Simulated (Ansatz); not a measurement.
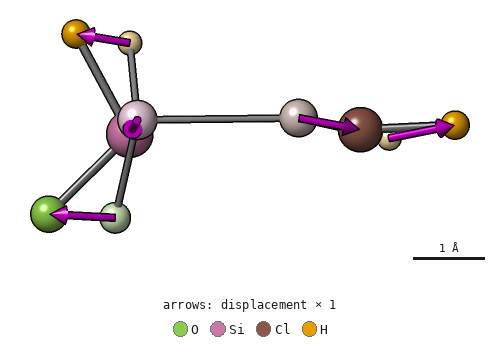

A relaxation of SiH2OCl (charge −1). The starting structure is drawn faded, the final one solid; purple arrows show the displacements, at their true length. The two geometries are superimposed by the best rigid fit.

A ball-and-stick model, seen face on.

It is one of the separated reactants of a reaction.

The calculation used RKS PBE-D4/def2-SVPD (Ansatz 0.2.0). Set-up: force threshold 0.03 eV/Å; at most 250 steps.

**What did the optimiser do to the structure, and how much energy did it gain?**

Over 22 accepted moves (25 points after the start) the energy falls by 117.7 kJ/mol. The largest force component goes from 3.1 to 0.011 eV/Å. The line search rejected the trial steps at points 11, 15, 16 of the run. The forces were under the threshold at step 17, but the run went on from there. The atom that moves furthest after the best rigid fit is an H atom (1.03 Å). Largest moves by element: H 1.03 Å, O 0.96 Å, Cl 0.89 Å, Si 0.74 Å. Near-neighbour distances that change, for instance: Cl–Si 2.279 → 3.297 Å, O–Si 1.719 → 1.608 Å, H–Si 1.556 → 1.626 Å, Cl–H 1.330 → 1.353 Å. Bonds break, among them: Cl–Si (2.28 → 3.30 Å). Among the angles between lasting bonds that change: O–Si–H 98.2° → 105.8°.
